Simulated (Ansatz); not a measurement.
**Breaking a bond in H2O (water)**

H2O: 3 atoms, total charge 0, spin state singlet. As SMILES, `O`. The shape is that of a PBE0-D4/def2-TZVP optimisation.

```xyz
3

O    -0.3027    0.2002   -0.1406
H     0.4665    0.5484    0.3153
H    -0.1638   -0.7486   -0.1747
```

The O1–H3 distance is scanned; the parts on either side stay rigid. Basis 3-21G, 1 core orbital frozen in the correlated methods; program Ansatz 0.2.0. FCI is exact within this basis and core. Energies in eV from each method's value at 0.960 Å; methods without a U are spin-restricted; a dash marks a point that is missing or didn't converge. The shape above is that at 0.960 Å.

| distance (Å) | SVWN5 | PBE0 | B3LYP | CAM-B3LYP | B2PLYP | RPA@PBE | FCI |
| --- | --- | --- | --- | --- | --- | --- | --- |
| 0.960 | 0.00 | 0.00 | 0.00 | 0.00 | 0.00 | 0.00 | 0.00 |
| 1.199 | 0.50 | 0.63 | 0.57 | 0.61 | 0.61 | 0.46 | 0.56 |
| 1.439 | 1.74 | 1.98 | 1.86 | 1.96 | 1.92 | 1.57 | 1.73 |
| 1.919 | 4.04 | 4.47 | 4.24 | 4.51 | 4.23 | 3.43 | 3.43 |
| 2.399 | 5.53 | 6.12 | 5.80 | 6.29 | 5.53 | – | 4.03 |

Departure from the FCI curve at its largest: SVWN5 +1.49 eV at 2.40 Å; PBE0 +2.09 eV at 2.40 Å; B3LYP +1.77 eV at 2.40 Å; CAM-B3LYP +2.25 eV at 2.40 Å; B2PLYP +1.50 eV at 2.40 Å; RPA@PBE -0.16 eV at 1.44 Å. Restricted functionals keep the electrons paired too, and rise too high.

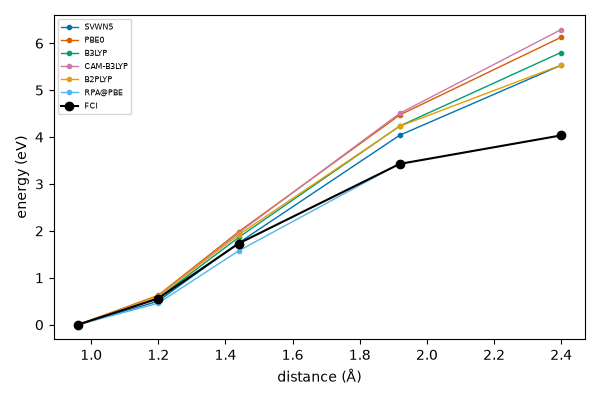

The curves of the table.
